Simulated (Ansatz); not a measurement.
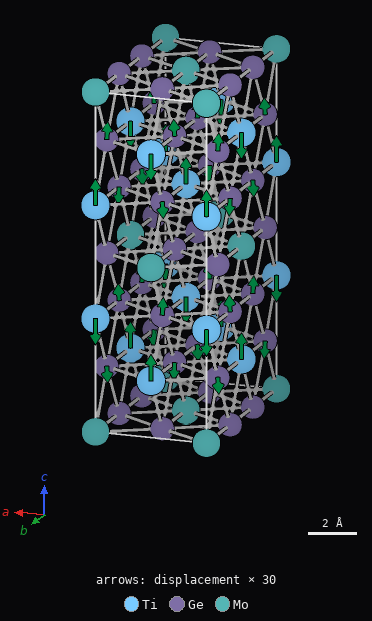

This is a relaxation of solid Ti2Ge6Mo (a generated structure, set up in Fmmm) (coarse preliminary run). The starting structure is drawn; green arrows show the displacements (the part carried along by the change of the cell is left out), 30 times their true length.

Style: ball-and-stick. Shown: the conventional cell (4 times the calculation's cell), from a free direction. Lengths and directions refer to the drawn axes.

Theory: DFT PBE, scalar-relativistic, plane waves, PAW in Ansatz 0.2.0. Settings: plane-wave cutoff 420 eV; k-point mesh 4 × 4 × 4; occupations gaussian; smearing width 0.1 eV; no spin polarisation; cell and atoms relaxed; force threshold 0.04 eV/Å; at most 70 steps.

### What did the optimiser do to the structure, and how much energy did it gain?

The largest moves relative to the cell, 0.040 Å, are those of Ti atoms. Largest moves by element: Ti 0.040 Å, Ge 0.027 Å. Mo stays in place. The drawn cell changes as follows: a 4.988 → 4.750 Å (−4.8 %), b 8.696 → 8.473 Å (−2.6 %), c 14.963 → 14.278 Å (−4.6 %); the volume changes by −11.4 %. Among the contacts that change: Ge–Ge 2.929 → 2.785 Å, Ge–Mo 2.863 → 2.725 Å, Ge–Ti 2.863 → 2.736 Å, Ge–Ti 2.863 → 2.782 Å. The space group stays Fmmm (No. 69). After 3 accepted moves (4 points after the start) the energy has fallen by 0.799 eV per cell of the calculation. Largest force component: 0.26 eV/Å at the start, 0.01 eV/Å at the end. Pressure: −11.60 GPa at the start and −0.01 GPa at the end. At 1 point the geometry stayed and the basis and grid were re-selected for the new cell (energy shift of 4.3 meV per cell of the calculation at most each time). The run took 100 s on 1 thread of Intel(R) Xeon(R) Processor @ 2.70GHz, on a shared host, peak memory 0.61 GiB.
